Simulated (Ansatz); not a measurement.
Geometry relaxation of MoNH₂O₃

MoNH₂O₃, multiplicity 2, computed with UKS r2SCAN-D4/def2-SVPD (Ansatz 0.2.0).

The geometry: r2SCAN-D4/def2-SVPD start. Figures and captions count atoms from 1; the log counts them from 0 in places.

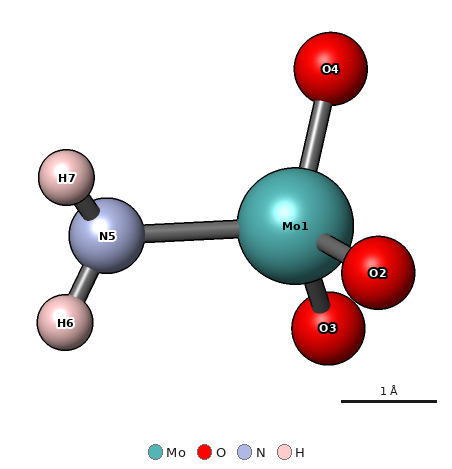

Figure 1. The structure as given in the input (ball-and-stick view, seen at a tilt; atoms are numbered from 1 in the order of the input). Sticks mark near contacts.

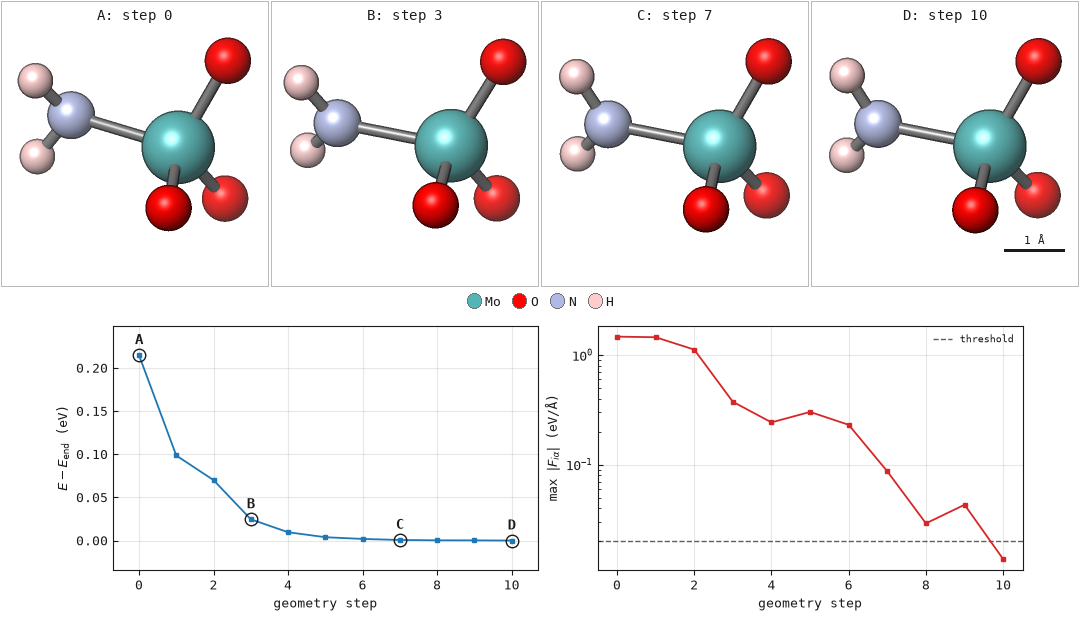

Figure 2. Frames of the relaxation (ball-and-stick view, seen at a tilt) above the curves, on which the letters mark them (the first geometry is step 0 here and step 1 in the log).

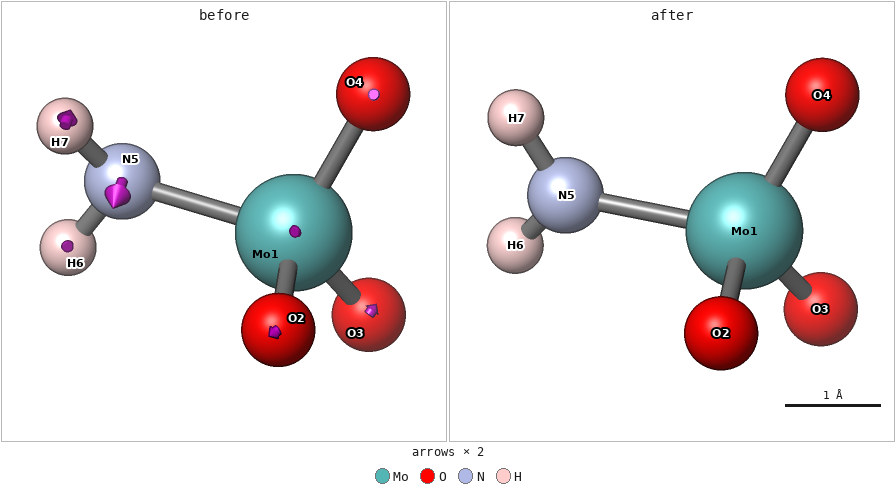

Figure 3. Before (left) and after (right) the relaxation, at one scale (ball-and-stick view, seen at a tilt). The pink arrows give the displacements, magnified 2 times. After 10 geometry steps the energy has fallen by 0.215 eV. Largest force component: 1.5 eV/Å at the start, 0.014 eV/Å at the end. N5 moves most after the best rigid fit: 0.24 Å. By element the largest moves are N 0.24 Å, H 0.12 Å, O 0.07 Å, Mo 0.05 Å. Distances before and after: Mo1–O2 1.739 → 1.827 Å, Mo1–O3 1.737 → 1.703 Å, Mo1–N5 2.010 → 1.980 Å. Among the angles that change: O2–Mo1–N5 110.8° → 100.3°, Mo1–N5–H6 118.8° → 124.2°, O3–Mo1–N5 106.5° → 111.1°. (Atoms are counted from 1 in the order of the input.)

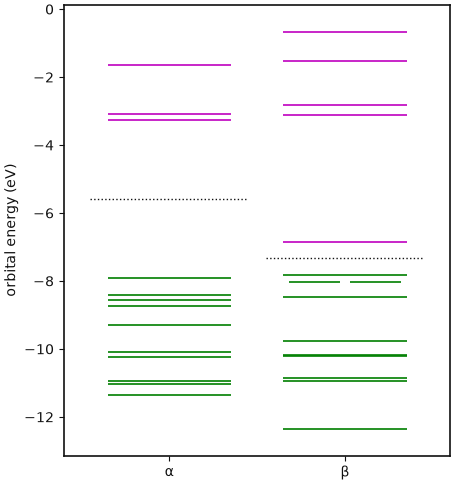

Figure 4. Orbital energies near the frontier for α and β spins; the dotted line parts filled from empty levels, and levels within 0.02 eV of each other stand side by side. α: highest filled −7.91 eV, lowest empty −3.25 eV, 4.66 eV apart; β: highest filled −7.81 eV, lowest empty −6.86 eV, 0.95 eV apart.

The input that produced these results follows, with the program's output.

## Input file
```yaml
crystal:
  periodic: [false, false, false]
  atoms:
    - {symbol: Mo, position_ang: [0.366636, 0.647384, 0.221481]}
    - {symbol: O, position_ang: [0.323391, 0.584120, 1.958791]}
    - {symbol: O, position_ang: [2.011022, 0.595058, -0.335435]}
    - {symbol: O, position_ang: [-0.482202, 2.056661, -0.336012]}
    - {symbol: N, position_ang: [-0.557736, -0.951411, -0.573140]}
    - {symbol: H, position_ang: [-0.104991, -1.859303, -0.510155]}
    - {symbol: H, position_ang: [-1.556120, -1.072509, -0.425530]}
basis:
  gaussian: {orbitals: def2-SVPD}
magnetization: {spin_polarized: true, initial_magnetization: 1}
hamiltonian: {xc: r2scan, dispersion: d4}
scf: {lower_state_search: "off"}
output: {orbitals: {seedname: orbitals}}
relax: {f_tol: 0.02, max_steps: 100}
```

Launched with:
```bash
ansatz run in.yaml --threads 4 --pin off --events-out ev --progress --plain --max-ram 3916MiB
```

## What the program printed
```
Functional definition: r2SCAN
  name "r2SCAN"
  cite "Furness, Kaplan, Ning, Perdew & Sun, J. Phys. Chem. Lett. 11, 8208 (2020) doi:10.1021/acs.jpclett.0c02405"
  cite "Furness, Kaplan, Ning, Perdew & Sun, J. Phys. Chem. Lett. 11, 9248 (2020) doi:10.1021/acs.jpclett.0c03077"
  parent r2scan
  parameter k0 = 0.174
  parameter k1 = 0.065
  parameter a1 = 4.9479
  exchange = r2scan_x(k0 = k0, k1 = k1, a1 = a1)
  correlation = r2scan_c
these checks for a lower state are left out or cut short: stability, starts, cluster_reference, orbital_swaps, neighbouring_geometries, increment
1164 factors; their error is unknown
mean field evaluation 1: about -9488.3372 eV, gradient 8.2e1 eV
mean field evaluation 2: about -9132.0781 eV, gradient 2.6e2 eV
mean field evaluation 4: about -9504.3627 eV, gradient 4.5e1 eV
mean field evaluation 8: about -9511.3920 eV, gradient 1.8e1 eV
mean field evaluation 16: about -9513.3043 eV, gradient 1.7e0 eV
mean field evaluation 32: about -9513.2811 eV, gradient 4.3e-3 eV
mean field -9513.28110241 eV, -349.6066321801 hartree, gradient 6.4e-6 eV, S^2 0.779321; 0 other end points of the search recorded, 0 dependent functions left out
the calculation of the forces begins
reference -9513.28112600 eV, -349.6066330470 hartree; 24, 23 occupied and 115, 116 virtual orbitals, 1164 factors
relax step   1: F+E_penalty+E_count = -9513.32112637 eV  Δ(F+E_penalty+E_count) = +0.000e0 eV  max|allowed force component| = 1.473e0 eV/Å  Δτ_max = 0.0000 Å  (72 SCF iters, accepted)
these checks for a lower state are left out or cut short: stability, starts, cluster_reference, orbital_swaps, neighbouring_geometries, increment
1164 factors; their error is unknown
mean field -9513.39745422 eV, -349.6109080303 hartree, gradient 3.7e-6 eV, S^2 0.781323; 0 other end points of the search recorded, 0 dependent functions left out
the calculation of the forces begins
reference -9513.39747726 eV, -349.6109088768 hartree; 24, 23 occupied and 115, 116 virtual orbitals, 1164 factors
relax step   2: F+E_penalty+E_count = -9513.43738765 eV  Δ(F+E_penalty+E_count) = -1.163e-1 eV  max|allowed force component| = 1.454e0 eV/Å  Δτ_max = 0.1366 Å  (48 SCF iters, accepted)
these checks for a lower state are left out or cut short: stability, starts, cluster_reference, orbital_swaps, neighbouring_geometries, increment
1164 factors; their error is unknown
mean field -9513.42598440 eV, -349.6119564950 hartree, gradient 9.3e-6 eV, S^2 0.784349; 0 other end points of the search recorded, 0 dependent functions left out
the calculation of the forces begins
reference -9513.42600722 eV, -349.6119573337 hartree; 24, 23 occupied and 115, 116 virtual orbitals, 1164 factors
relax step   3: F+E_penalty+E_count = -9513.46593105 eV  Δ(F+E_penalty+E_count) = -2.854e-2 eV  max|allowed force component| = 1.121e0 eV/Å  Δτ_max = 0.1168 Å  (40 SCF iters, accepted)
these checks for a lower state are left out or cut short: stability, starts, cluster_reference, orbital_swaps, neighbouring_geometries, increment
1164 factors; their error is unknown
mean field evaluation 64: about -9513.4714 eV, gradient 1.9e-6 eV
mean field -9513.47139636 eV, -349.6136253537 hartree, gradient 1.9e-6 eV, S^2 0.788010; 0 other end points of the search recorded, 0 dependent functions left out
the calculation of the forces begins
reference -9513.47141951 eV, -349.6136262046 hartree; 24, 23 occupied and 115, 116 virtual orbitals, 1164 factors
relax step   4: F+E_penalty+E_count = -9513.51133663 eV  Δ(F+E_penalty+E_count) = -4.541e-2 eV  max|allowed force component| = 3.743e-1 eV/Å  Δτ_max = 0.0932 Å  (45 SCF iters, accepted)
these checks for a lower state are left out or cut short: stability, starts, cluster_reference, orbital_swaps, neighbouring_geometries, increment
1164 factors; their error is unknown
mean field -9513.48623814 eV, -349.6141707792 hartree, gradient 5.7e-6 eV, S^2 0.785661; 0 other end points of the search recorded, 0 dependent functions left out
the calculation of the forces begins
reference -9513.48626129 eV, -349.6141716297 hartree; 24, 23 occupied and 115, 116 virtual orbitals, 1164 factors
relax step   5: F+E_penalty+E_count = -9513.52631607 eV  Δ(F+E_penalty+E_count) = -1.498e-2 eV  max|allowed force component| = 2.427e-1 eV/Å  Δτ_max = 0.0509 Å  (39 SCF iters, accepted)
these checks for a lower state are left out or cut short: stability, starts, cluster_reference, orbital_swaps, neighbouring_geometries, increment
1164 factors; their error is unknown
mean field -9513.49199249 eV, -349.6143822477 hartree, gradient 4.3e-6 eV, S^2 0.783988; 0 other end points of the search recorded, 0 dependent functions left out
the calculation of the forces begins
reference -9513.49201565 eV, -349.6143830986 hartree; 24, 23 occupied and 115, 116 virtual orbitals, 1164 factors
relax step   6: F+E_penalty+E_count = -9513.53209888 eV  Δ(F+E_penalty+E_count) = -5.783e-3 eV  max|allowed force component| = 3.024e-1 eV/Å  Δτ_max = 0.0651 Å  (41 SCF iters, accepted)
these checks for a lower state are left out or cut short: stability, starts, cluster_reference, orbital_swaps, neighbouring_geometries, increment
1164 factors; their error is unknown
mean field -9513.49395014 eV, -349.6144541899 hartree, gradient 3.7e-6 eV, S^2 0.782575; 0 other end points of the search recorded, 0 dependent functions left out
the calculation of the forces begins
reference -9513.49397330 eV, -349.6144550409 hartree; 24, 23 occupied and 115, 116 virtual orbitals, 1164 factors
relax step   7: F+E_penalty+E_count = -9513.53410810 eV  Δ(F+E_penalty+E_count) = -2.009e-3 eV  max|allowed force component| = 2.305e-1 eV/Å  Δτ_max = 0.0347 Å  (40 SCF iters, accepted)
these checks for a lower state are left out or cut short: stability, starts, cluster_reference, orbital_swaps, neighbouring_geometries, increment
1164 factors; their error is unknown
mean field evaluation 96: about -9513.4952 eV, gradient 2.1e-3 eV
mean field -9513.49515787 eV, -349.6144985732 hartree, gradient 6.3e-6 eV, S^2 0.782540; 0 other end points of the search recorded, 0 dependent functions left out
the calculation of the forces begins
reference -9513.49518105 eV, -349.6144994248 hartree; 24, 23 occupied and 115, 116 virtual orbitals, 1164 factors
relax step   8: F+E_penalty+E_count = -9513.53529496 eV  Δ(F+E_penalty+E_count) = -1.187e-3 eV  max|allowed force component| = 8.664e-2 eV/Å  Δτ_max = 0.0176 Å  (41 SCF iters, accepted)
these checks for a lower state are left out or cut short: stability, starts, cluster_reference, orbital_swaps, neighbouring_geometries, increment
1164 factors; their error is unknown
mean field -9513.49557258 eV, -349.6145138132 hartree, gradient 2.9e-6 eV, S^2 0.782663; 0 other end points of the search recorded, 0 dependent functions left out
the calculation of the forces begins
reference -9513.49559575 eV, -349.6145146649 hartree; 24, 23 occupied and 115, 116 virtual orbitals, 1164 factors
relax step   9: F+E_penalty+E_count = -9513.53570176 eV  Δ(F+E_penalty+E_count) = -4.068e-4 eV  max|allowed force component| = 2.904e-2 eV/Å  Δτ_max = 0.0166 Å  (42 SCF iters, accepted)
these checks for a lower state are left out or cut short: stability, starts, cluster_reference, orbital_swaps, neighbouring_geometries, increment
1164 factors; their error is unknown
mean field -9513.49563342 eV, -349.6145160493 hartree, gradient 2.6e-6 eV, S^2 0.783465; 0 other end points of the search recorded, 0 dependent functions left out
the calculation of the forces begins
reference -9513.49565655 eV, -349.6145168992 hartree; 24, 23 occupied and 115, 116 virtual orbitals, 1164 factors
relax step  10: F+E_penalty+E_count = -9513.53575921 eV  Δ(F+E_penalty+E_count) = -5.745e-5 eV  max|allowed force component| = 4.296e-2 eV/Å  Δτ_max = 0.0205 Å  (45 SCF iters, accepted)
these checks for a lower state are left out or cut short: stability, starts, cluster_reference, orbital_swaps, neighbouring_geometries, increment
1164 factors; their error is unknown
mean field evaluation 128: about -9513.4958 eV, gradient 9.7e-6 eV
mean field -9513.49584909 eV, -349.6145239748 hartree, gradient 3.9e-6 eV, S^2 0.783089; 0 other end points of the search recorded, 0 dependent functions left out
the calculation of the forces begins
reference -9513.49587224 eV, -349.6145248256 hartree; 24, 23 occupied and 115, 116 virtual orbitals, 1164 factors
relax step  11: F+E_penalty+E_count = -9513.53598295 eV  Δ(F+E_penalty+E_count) = -2.237e-4 eV  max|allowed force component| = 1.370e-2 eV/Å  Δτ_max = 0.0062 Å  (43 SCF iters, accepted)
Total energy: -9513.53600610 eV, -349.6159997179 hartree
Atom 0 at     0.383059     0.667859     0.179853 Å, force     0.006439     0.013703    -0.003613 eV/Å
Atom 1 at     0.311322     0.530136     1.999793 Å, force    -0.000127    -0.001093     0.010346 eV/Å
Atom 2 at     1.992856     0.651582    -0.375862 Å, force     0.000976    -0.001595    -0.001275 eV/Å
Atom 3 at    -0.448587     2.051102    -0.364529 Å, force    -0.001646    -0.000834    -0.000918 eV/Å
Atom 4 at    -0.567916    -0.989846    -0.339115 Å, force    -0.006844    -0.012392    -0.005165 eV/Å
Atom 5 at    -0.105957    -1.871702    -0.556096 Å, force     0.000379     0.000699     0.000778 eV/Å
Atom 6 at    -1.564777    -1.039132    -0.544044 Å, force     0.000824     0.001511    -0.000154 eV/Å
Dipole moment:    -0.504495    -0.878198    -0.288912 e Å
Checks for a lower state left out: stability, starts, cluster_reference, orbital_swaps, neighbouring_geometries, increment
```

## Trajectory as extended XYZ (Å, eV, eV/Å), 11 frames, from step=1 to step=11
```
7
Properties=species:S:1:pos:R:3:forces:R:3 step=1 energy=-9513.32113
Mo    0.3666    0.6474    0.2215    1.4728   0.1810  -0.6816
O     0.3234    0.5841    1.9588   -0.2016  -0.1303   0.1544
O     2.0110    0.5951   -0.3354   -0.9991   0.0261   0.2928
O    -0.4822    2.0567   -0.3360   -0.1269   0.1855  -0.0251
N    -0.5577   -0.9514   -0.5731   -0.0016  -0.0459   0.8366
H    -0.1050   -1.8593   -0.5102    0.1306  -0.2182  -0.3255
H    -1.5561   -1.0725   -0.4255   -0.2743   0.0018  -0.2516
7
Properties=species:S:1:pos:R:3:forces:R:3 step=2 energy=-9513.43739
Mo    0.3988    0.6815    0.2288    0.3661   0.3110  -0.9668
O     0.3107    0.6087    1.9674   -0.0654  -0.0631   0.5502
O     2.0205    0.6065   -0.3335   -0.4943   0.0469   0.1906
O    -0.4668    2.0776   -0.3492    0.1985  -0.2486   0.1129
N    -0.5640   -0.9686   -0.4378   -0.1919  -1.4540   0.0219
H    -0.1105   -1.8978   -0.6217   -0.3399   1.1304   0.0989
H    -1.5886   -1.1079   -0.4541    0.5269   0.2775  -0.0077
7
Properties=species:S:1:pos:R:3:forces:R:3 step=3 energy=-9513.46593
Mo    0.4027    0.6811    0.2321   -0.2456   0.0728  -0.7667
O     0.3049    0.6414    1.9849   -0.0374  -0.0054   0.6159
O     2.0124    0.5946   -0.3220   -0.0412   0.0489   0.0010
O    -0.4554    2.0602   -0.3762    0.2246  -0.2447   0.1188
N    -0.5699   -1.0038   -0.3376    0.1672  -1.1211  -0.6869
H    -0.1071   -1.8622   -0.7329   -0.4058   1.0579   0.5459
H    -1.5875   -1.1114   -0.4483    0.3382   0.1916   0.1720
7
Properties=species:S:1:pos:R:3:forces:R:3 step=4 energy=-9513.51134
Mo    0.3912    0.6894    0.1697   -0.2648  -0.2469   0.1201
O     0.2473    0.5712    1.9637   -0.0190  -0.0213  -0.0894
O     2.0156    0.6277   -0.3247    0.0210   0.0337  -0.1128
O    -0.3999    2.1139   -0.3669    0.0723  -0.1092  -0.0194
N    -0.5664   -1.0062   -0.3710    0.0290  -0.1491  -0.0041
H    -0.1024   -1.8651   -0.6970   -0.1461   0.3743   0.1486
H    -1.5854   -1.1309   -0.3738    0.3076   0.1184  -0.0430
7
Properties=species:S:1:pos:R:3:forces:R:3 step=5 energy=-9513.52632
Mo    0.3855    0.6789    0.1748    0.0080  -0.1390  -0.1094
O     0.2519    0.5566    1.9715   -0.0039  -0.0256   0.1496
O     2.0028    0.6265   -0.3486    0.0097   0.0075  -0.0262
O    -0.4090    2.0927   -0.3661   -0.0521   0.0348  -0.0455
N    -0.5586   -1.0012   -0.3594   -0.2302   0.1158   0.0702
H    -0.0953   -1.8560   -0.6609    0.0257  -0.0330  -0.0054
H    -1.5774   -1.0975   -0.4114    0.2427   0.0396  -0.0332
7
Properties=species:S:1:pos:R:3:forces:R:3 step=6 energy=-9513.53210
Mo    0.3853    0.6694    0.1811   -0.0316   0.0848  -0.1196
O     0.2692    0.5488    1.9956    0.0346   0.0042   0.0076
O     1.9951    0.6275   -0.3705   -0.0716   0.0041   0.0557
O    -0.4294    2.0688   -0.3709    0.0636  -0.1422   0.0543
N    -0.5561   -0.9980   -0.3416   -0.3024   0.2255   0.0407
H    -0.0933   -1.8541   -0.6279    0.0725  -0.1708  -0.0454
H    -1.5708   -1.0623   -0.4657    0.2348  -0.0055   0.0068
7
Properties=species:S:1:pos:R:3:forces:R:3 step=7 energy=-9513.53411
Mo    0.3841    0.6655    0.1822   -0.0714  -0.0659   0.0390
O     0.2850    0.5492    2.0033    0.0261  -0.0033   0.0355
O     1.9888    0.6313   -0.3747    0.1218   0.0109  -0.0211
O    -0.4382    2.0520   -0.3691   -0.0457   0.0859  -0.0385
N    -0.5579   -0.9942   -0.3366   -0.2305   0.0778  -0.0124
H    -0.0950   -1.8574   -0.6088    0.0260  -0.0886  -0.0168
H    -1.5668   -1.0464   -0.4964    0.1738  -0.0168   0.0143
7
Properties=species:S:1:pos:R:3:forces:R:3 step=8 energy=-9513.53529
Mo    0.3827    0.6641    0.1837    0.0098   0.0165   0.0001
O     0.2973    0.5511    2.0064    0.0099  -0.0115   0.0070
O     1.9901    0.6355   -0.3738    0.0049   0.0070   0.0053
O    -0.4439    2.0495   -0.3673   -0.0025   0.0105  -0.0098
N    -0.5617   -0.9934   -0.3378   -0.0866  -0.0215  -0.0186
H    -0.0987   -1.8634   -0.5974   -0.0144   0.0101   0.0106
H    -1.5659   -1.0434   -0.5137    0.0789  -0.0111   0.0053
7
Properties=species:S:1:pos:R:3:forces:R:3 step=9 energy=-9513.53570
Mo    0.3822    0.6653    0.1817   -0.0091   0.0181   0.0290
O     0.3040    0.5445    2.0055    0.0052  -0.0085  -0.0247
O     1.9904    0.6419   -0.3747    0.0044   0.0027  -0.0015
O    -0.4452    2.0512   -0.3656    0.0069  -0.0138  -0.0039
N    -0.5650   -0.9930   -0.3379    0.0246  -0.0133  -0.0041
H    -0.1019   -1.8678   -0.5817   -0.0143   0.0236   0.0119
H    -1.5645   -1.0420   -0.5273   -0.0177  -0.0087  -0.0067
7
Properties=species:S:1:pos:R:3:forces:R:3 step=10 energy=-9513.53576
Mo    0.3840    0.6706    0.1816   -0.0254  -0.0423  -0.0068
O     0.3085    0.5306    2.0012    0.0068   0.0092  -0.0056
O     1.9923    0.6488   -0.3773    0.0099   0.0064   0.0053
O    -0.4464    2.0534   -0.3659   -0.0016   0.0105   0.0045
N    -0.5678   -0.9891   -0.3367   -0.0145  -0.0430  -0.0290
H    -0.1057   -1.8697   -0.5616    0.0138   0.0276   0.0175
H    -1.5648   -1.0447   -0.5412    0.0109   0.0315   0.0140
7
Properties=species:S:1:pos:R:3:forces:R:3 step=11 energy=-9513.53598
Mo    0.3831    0.6679    0.1799    0.0064   0.0137  -0.0036
O     0.3113    0.5301    1.9998   -0.0001  -0.0011   0.0103
O     1.9929    0.6516   -0.3759    0.0010  -0.0016  -0.0013
O    -0.4486    2.0511   -0.3645   -0.0016  -0.0008  -0.0009
N    -0.5679   -0.9898   -0.3391   -0.0068  -0.0124  -0.0052
H    -0.1060   -1.8717   -0.5561    0.0004   0.0007   0.0008
H    -1.5648   -1.0391   -0.5440    0.0008   0.0015  -0.0002
```

## Results in brief

| quantity | value |
| --- | --- |
| outcome | converged |
| total energy | −9513.5360 eV |
| mean-field energy | −9513.4959 eV |
| dispersion energy | −0.0401 eV |
| ⟨S²⟩ | 0.783 |
| HOMO (either spin) | −7.81 eV |
| LUMO (either spin) | −6.86 eV |
| largest force (length of the vector) at the end | 0.016 eV/Å |
| dipole moment | 5.06 D |
| hardware | 4 threads of Arm Neoverse V2, 95 GiB of memory available, shared host |
| wall time | 54 s (CPU time 3.4 min) |
| peak memory | 0.43 GiB |
